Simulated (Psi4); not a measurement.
## SiN2H5 (charge +1): energy and gradient calculation

System: SiN2H5, charge +1.
Method: PBE0/def2-SVPD, RKS (Psi4 1.11).

The geometry is that of the parent species in another charge or spin state. The geometry comes from this level: PBE0-D4/def2-TZVP.

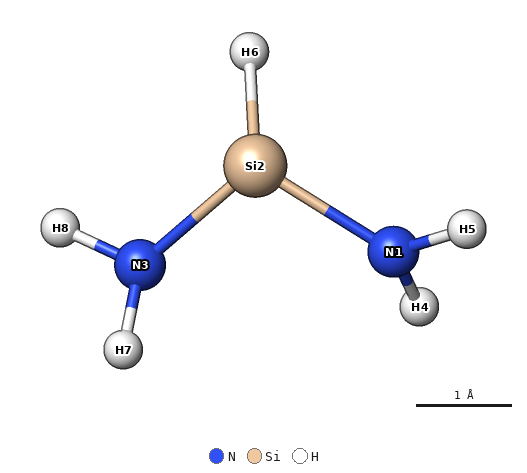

**Figure 1.** The structure as given in the input (ball-and-stick view, seen at a tilt; atoms are numbered from 1 in the order of the input).

Results in brief

- outcome: converged
- total energy: −401.327231 hartree
- basis functions: 104
- largest force: 4.182 eV/Å
- HOMO: −13.56 eV
- LUMO: −9.38 eV
- hardware: 1 thread of Intel Xeon (Sapphire Rapids), 32 GiB of memory available, shared host
- wall time: 29 s
- peak memory: 1.1 GiB

The input (h5n2si.inp)
```
memory 2200 mb

molecule molecule1 {
  1 1
  N     -1.94074873     1.17559862    -1.45187658
  Si     0.99720848     1.09585218    -0.09580911
  N      1.49193878    -1.98912572     0.80332258
  H     -3.43533312     0.27306543    -0.68899415
  H     -2.45021889     2.54999643    -2.65846671
  H      1.35379980     2.55887815     2.31510348
  H      1.38101185    -3.39016867    -0.48225811
  H      2.77581870    -2.38199978     2.15334292
  units bohr
  symmetry c1
  no_reorient
  no_com
}

set {
  basis                def2-SVPD
  reference            rks
  puream               true
  e_convergence        1e-09
  d_convergence        1e-08
  scf_type             pk
  dft_radial_points    99
  dft_spherical_points 590
}

E, wfn = gradient('pbe0', return_wfn=True)
oeprop(wfn, 'QUADRUPOLE', 'LOWDIN_CHARGES', 'DIPOLE', title='PBE0')
```

Run as:
```bash
psi4 h5n2si.inp h5n2si.out -n 1
```

What the program printed
```
Psi4 1.11 release

gradient() will perform analytic gradient computation.

   => Loading Basis Set <=

    Name: DEF2-SVPD
    Role: ORBITAL
    Keyword: BASIS

         ---------------------------------------------------------
                                   SCF
                              RKS Reference
                        1 Threads,   2098 MiB Core
         ---------------------------------------------------------

  ==> Geometry <==

    Molecular point group: c1
    Full point group: C1

    Geometry (in Bohr), charge = 1, multiplicity = 1:

       Center              X                  Y                   Z               Mass
    ------------   -----------------  -----------------  -----------------  -----------------
         N           -1.940748730000     1.175598620000    -1.451876580000    14.003074004430
         SI           0.997208480000     1.095852180000    -0.095809110000    27.976926534650
         N            1.491938780000    -1.989125720000     0.803322580000    14.003074004430
         H           -3.435333120000     0.273065430000    -0.688994150000     1.007825032230
         H           -2.450218890000     2.549996430000    -2.658466710000     1.007825032230
         H            1.353799800000     2.558878150000     2.315103480000     1.007825032230
         H            1.381011850000    -3.390168670000    -0.482258110000     1.007825032230
         H            2.775818700000    -2.381999780000     2.153342920000     1.007825032230

  Running in c1 symmetry.

  Rotational constants: A =      0.62665  B =      0.23748  C =      0.18576 [cm^-1]
  Rotational constants: A =  18786.45815  B =   7119.42691  C =   5568.93010 [MHz]
  Nuclear repulsion =  111.028710903504304

  Charge       = 1
  Multiplicity = 1
  Electrons    = 32
  Nalpha       = 16
  Nbeta        = 16

  ==> Algorithm <==

  SCF Algorithm Type is PK.
  DIIS enabled.
  MOM disabled.
  Fractional occupation disabled.
  Guess Type is SAD.
  Energy threshold   = 1.00e-09
  Density threshold  = 1.00e-08
  Integral threshold = 1.00e-12

  ==> Primary Basis <==

  Basis Set: DEF2-SVPD
    Blend: DEF2-SVPD
    Number of shells: 46
    Number of basis functions: 104
    Number of Cartesian functions: 110
    Spherical Harmonics?: true
    Max angular momentum: 2

  ==> DFT Potential <==

   => LibXC <=

    Version 7.1.2

   => Composite Functional: PBE0 <=

    PBE0 Hyb-GGA Exchange-Correlation Functional

    Deriv               =              1
    GGA                 =           TRUE
    Meta                =          FALSE

    Exchange Hybrid     =           TRUE
    MP2 Hybrid          =          FALSE

   => Exchange Functionals <=

    0.7500   Perdew, Burke & Ernzerhof

   => Exact (HF) Exchange <=

    0.2500               HF

   => Correlation Functionals <=

    1.0000   Perdew, Burke & Ernzerhof

   => LibXC Density Thresholds  <==

    XC_HYB_GGA_XC_PBEH:  1.00E-15

   => Molecular Quadrature <=

    Radial Scheme          =       TREUTLER
    Pruning Scheme         =           NONE
    Nuclear Scheme         =       TREUTLER

    Blocking Scheme        =         OCTREE
    BS radius alpha        =              1
    Pruning alpha          =              1
    Radial Points          =             99
    Spherical Points       =            590
    Total Points           =         447674
    Total Blocks           =           3201
    Max Points             =            256
    Max Functions          =            103
    Weights Tolerance      =       1.00E-15

  ==> Integral Setup <==

  Using in-core PK algorithm.
   Calculation information:
      Number of atoms:                   8
      Number of AO shells:              46
      Number of primitives:             78
      Number of atomic orbitals:       110
      Number of basis functions:       104

      Integral cutoff                 1.00e-12
      Number of threads:                 1

  Performing in-core PK
  Using 29817060 doubles for integral storage.
  We computed 576105 shell quartets total.
  Whereas there are 584821 unique shell quartets.

  ==> DiskJK: Disk-Based J/K Matrices <==

    J tasked:                  Yes
    K tasked:                  Yes
    wK tasked:                  No
    Memory [MiB]:              892
    Schwarz Cutoff:          1E-12

  Cached 50.0% of DFT collocation blocks in 0.591 [GiB].

  Minimum eigenvalue in the overlap matrix is 3.4884378049E-04.
  Reciprocal condition number of the overlap matrix is 4.3852870045E-05.
    Using symmetric orthogonalization.

  ==> Pre-Iterations <==

  SCF Guess: Superposition of Atomic Densities via on-the-fly atomic UHF (no occupation information).

   -------------------------
    Irrep   Nso     Nmo
   -------------------------
     A        104     104
   -------------------------
    Total     104     104
   -------------------------

  ==> Iterations <==

                        Total Energy        Delta E     RMS |[F,P]|

   @RKS iter SAD:  -401.08664420323055   -4.01087e+02   0.00000e+00
   @RKS iter   1:  -400.97639539941241    1.10249e-01   8.46782e-03 ADIIS/DIIS
   @RKS iter   2:  -399.92922578417557    1.04717e+00   1.47138e-02 ADIIS/DIIS
   @RKS iter   3:  -401.28826668895096   -1.35904e+00   2.43069e-03 ADIIS/DIIS
   @RKS iter   4:  -401.31608734554925   -2.78207e-02   1.49837e-03 ADIIS/DIIS
   @RKS iter   5:  -401.32675663807890   -1.06693e-02   2.74272e-04 ADIIS/DIIS
   @RKS iter   6:  -401.32719961159330   -4.42974e-04   6.96187e-05 DIIS
   @RKS iter   7:  -401.32722872757193   -2.91160e-05   1.64238e-05 DIIS
   @RKS iter   8:  -401.32723054569766   -1.81813e-06   3.65262e-06 DIIS
   @RKS iter   9:  -401.32723065517735   -1.09480e-07   6.78085e-07 DIIS
   @RKS iter  10:  -401.32723066122162   -6.04427e-09   2.36890e-07 DIIS
   @RKS iter  11:  -401.32723066169581   -4.74188e-10   5.71876e-08 DIIS
   @RKS iter  12:  -401.32723066171951   -2.37037e-11   9.41305e-09 DIIS
  Energy and wave function converged.

  ==> Post-Iterations <==

   Electrons on quadrature grid:
      Ntotal   =   31.9999997710 ; deviation = -2.290e-07

    Orbital Energies [Eh]
    ---------------------

    Doubly Occupied:

       1A    -66.545740     2A    -14.628835     3A    -14.602138
       4A     -5.625511     5A     -3.967133     6A     -3.961370
       7A     -3.960167     8A     -1.108045     9A     -1.075687
      10A     -0.782780    11A     -0.740724    12A     -0.723540
      13A     -0.659275    14A     -0.619783    15A     -0.542497
      16A     -0.498438

    Virtual:

      17A     -0.344708    18A     -0.171438    19A     -0.156638
      20A     -0.114757    21A     -0.105323    22A     -0.079317
      23A     -0.068745    24A     -0.064678    25A     -0.051575
      26A     -0.045660    27A     -0.000416    28A      0.003298
      29A      0.013878    30A      0.022154    31A      0.039716
      32A      0.046112    33A      0.064513    34A      0.067729
      35A      0.084775    36A      0.091305    37A      0.120931
      38A      0.139385    39A      0.156223    40A      0.178272
      41A      0.203002    42A      0.211149    43A      0.216517
      44A      0.218165    45A      0.237049    46A      0.239048
      47A      0.245462    48A      0.257946    49A      0.283201
      50A      0.290476    51A      0.317746    52A      0.359358
      53A      0.363505    54A      0.376341    55A      0.386398
      56A      0.396608    57A      0.422130    58A      0.444610
      59A      0.484747    60A      0.556879    61A      0.572220
      62A      0.612806    63A      0.637754    64A      0.668699
      65A      0.680890    66A      0.733298    67A      0.775833
      68A      0.803667    69A      0.851767    70A      0.882453
      71A      0.891647    72A      0.931265    73A      0.959013
      74A      1.126353    75A      1.148299    76A      1.287654
      77A      1.323944    78A      1.402936    79A      1.461178
      80A      1.494508    81A      1.523093    82A      1.541282
      83A      1.585356    84A      1.617290    85A      1.662714
      86A      1.705791    87A      1.723550    88A      1.821262
      89A      1.876119    90A      1.944871    91A      2.001607
      92A      2.031629    93A      2.100401    94A      2.156155
      95A      2.406335    96A      2.434264    97A      2.452103
      98A      2.469999    99A      2.611343   100A      2.684267
     101A      3.029743   102A      3.070406   103A      3.268600
     104A      3.288943

    Final Occupation by Irrep:
              A
    DOCC [    16 ]
    NA   [    16 ]
    NB   [    16 ]

  @RKS Final Energy:  -401.32723066171951

   => Energetics <=

    Nuclear Repulsion Energy =            111.0287109035043045
    One-Electron Energy =                -765.2346073588025774
    Two-Electron Energy =                 280.1716106761111860
    DFT Exchange-Correlation Energy =     -27.2929448825325061
    Empirical Dispersion Energy =           0.0000000000000000
    VV10 Nonlocal Energy =                  0.0000000000000000
    Total Energy =                       -401.3272306617195113

Computation Completed

Properties will be evaluated at   0.000000,   0.000000,   0.000000 [a0]

Properties computed using the SCF density matrix

 Multipole Moments:

 ------------------------------------------------------------------------------------
     Multipole            Electronic (a.u.)      Nuclear  (a.u.)        Total (a.u.)
 ------------------------------------------------------------------------------------

 L = 1.  Multiply by 2.5417464519 to convert [e a0] to [Debye]
 Dipole X            :         -9.6585534           10.4443274            0.7857741
 Dipole Y            :         -8.7671420            9.2570124            0.4898704
 Dipole Z            :          4.9636709           -5.2424781           -0.2788072
 Magnitude           :                                                    0.9670301

 ------------------------------------------------------------------------------------

	total time  =         22 seconds =       0.37 minutes

         ------------------------------------------------------------
                                   SCF GRAD
         ------------------------------------------------------------

  ==> Geometry <==

    Molecular point group: c1
    Full point group: C1

    Geometry (in Bohr), charge = 1, multiplicity = 1:

       Center              X                  Y                   Z               Mass
    ------------   -----------------  -----------------  -----------------  -----------------
         N           -1.940748730000     1.175598620000    -1.451876580000    14.003074004430
         SI           0.997208480000     1.095852180000    -0.095809110000    27.976926534650
         N            1.491938780000    -1.989125720000     0.803322580000    14.003074004430
         H           -3.435333120000     0.273065430000    -0.688994150000     1.007825032230
         H           -2.450218890000     2.549996430000    -2.658466710000     1.007825032230
         H            1.353799800000     2.558878150000     2.315103480000     1.007825032230
         H            1.381011850000    -3.390168670000    -0.482258110000     1.007825032230
         H            2.775818700000    -2.381999780000     2.153342920000     1.007825032230

  Nuclear repulsion =  111.028710903504304

  ==> Basis Set <==

  Basis Set: DEF2-SVPD
    Blend: DEF2-SVPD
    Number of shells: 46
    Number of basis functions: 104
    Number of Cartesian functions: 110
    Spherical Harmonics?: true
    Max angular momentum: 2

  ==> DirectJKGrad: Integral-Direct SCF Gradients <==

    Gradient:                    1
    J tasked:                  Yes
    K tasked:                  Yes
    wK tasked:                  No
    Integrals threads:           1
    Schwarz Cutoff:          1E-12

  ==> DFT Potential <==

   => LibXC <=

    Version 7.1.2

   => Composite Functional: PBE0 <=

    PBE0 Hyb-GGA Exchange-Correlation Functional

    Deriv               =              1
    GGA                 =           TRUE
    Meta                =          FALSE

    Exchange Hybrid     =           TRUE
    MP2 Hybrid          =          FALSE

   => Exchange Functionals <=

    0.7500   Perdew, Burke & Ernzerhof

   => Exact (HF) Exchange <=

    0.2500               HF

   => Correlation Functionals <=

    1.0000   Perdew, Burke & Ernzerhof

   => LibXC Density Thresholds  <==

    XC_HYB_GGA_XC_PBEH:  1.00E-15

   => Molecular Quadrature <=

    Radial Scheme          =       TREUTLER
    Pruning Scheme         =           NONE
    Nuclear Scheme         =       TREUTLER

    Blocking Scheme        =         OCTREE
    BS radius alpha        =              1
    Pruning alpha          =              1
    Radial Points          =             99
    Spherical Points       =            590
    Total Points           =         447674
    Total Blocks           =           3201
    Max Points             =            256
    Max Functions          =            103
    Weights Tolerance      =       1.00E-15

  -Total Gradient:
     Atom            X                  Y                   Z
    ------   -----------------  -----------------  -----------------
       1       -0.034686736530    -0.019707644844     0.005996674173
       2        0.053155710465     0.045087938103    -0.041884987743
       3       -0.011032806223    -0.033711042576     0.019485300301
       4        0.001236199612     0.011922447566    -0.000436937557
       5        0.005701731958    -0.006224496180     0.005035294589
       6       -0.013384953314    -0.011613645921     0.015654606639
       7        0.006343540798     0.010785721684     0.003401963752
       8       -0.007323683867     0.003462585814    -0.007257545446

	total time  =          6 seconds =       0.10 minutes

Properties will be evaluated at   0.000000,   0.000000,   0.000000 [a0]

Properties computed using the PBE0 density matrix

 Multipole Moments:

 ------------------------------------------------------------------------------------
     Multipole            Electronic (a.u.)      Nuclear  (a.u.)        Total (a.u.)
 ------------------------------------------------------------------------------------

 L = 1.  Multiply by 2.5417464519 to convert [e a0] to [Debye]
 Dipole X            :         -9.6585534           10.4443274            0.7857741
 Dipole Y            :         -8.7671420            9.2570124            0.4898704
 Dipole Z            :          4.9636709           -5.2424781           -0.2788072
 Magnitude           :                                                    0.9670301

 L = 2.  Multiply by 1.3450342976 to convert [e a0^2] to [Debye ang]
 Quadrupole XX       :        -96.4042599           85.1188786          -11.2853813
 Quadrupole XY       :         34.9669261          -36.4610381           -1.4941120
 Quadrupole XZ       :        -42.2032517           44.1022888            1.8990370
 Quadrupole YY       :        -95.8516281           84.4751312          -11.3764970
 Quadrupole YZ       :         26.8629964          -29.1405121           -2.2775157
 Quadrupole ZZ       :        -52.0795864           37.1727417          -14.9068446
 Traceless XX        :        -14.9591018           16.1966281            1.2375263
 Traceless YY        :        -14.4064700           15.5528807            1.1464107
 Traceless ZZ        :         29.3655718          -31.7495088           -2.3839370

 ------------------------------------------------------------------------------------
  Lowdin Charges: (a.u.)
   Center  Symbol    Alpha    Beta     Spin     Total
       1     N     3.48138  3.48138  0.00000  0.03725
       2    SI     6.45063  6.45063  0.00000  1.09874
       3     N     3.45585  3.45585  0.00000  0.08829
       4     H     0.52070  0.52070  0.00000 -0.04141
       5     H     0.53061  0.53061  0.00000 -0.06121
       6     H     0.51557  0.51557  0.00000 -0.03114
       7     H     0.52193  0.52193  0.00000 -0.04386
       8     H     0.52333  0.52333  0.00000 -0.04666

  Total alpha = 16.00000, Total beta = 16.00000, Total charge =  1.00000

    Psi4 run time: 0:00:28.19
```

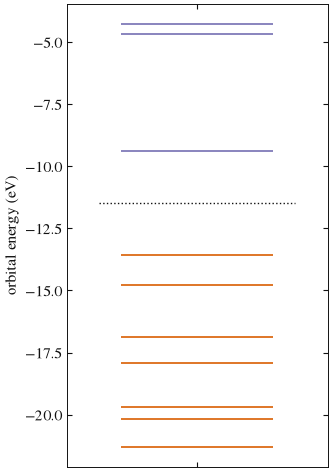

**Figure 2.** Orbital energies near the frontier; the dotted line parts filled from empty levels, and levels within 0.02 eV of each other stand side by side. Highest filled −13.56 eV, lowest empty −9.38 eV, 4.18 eV apart.
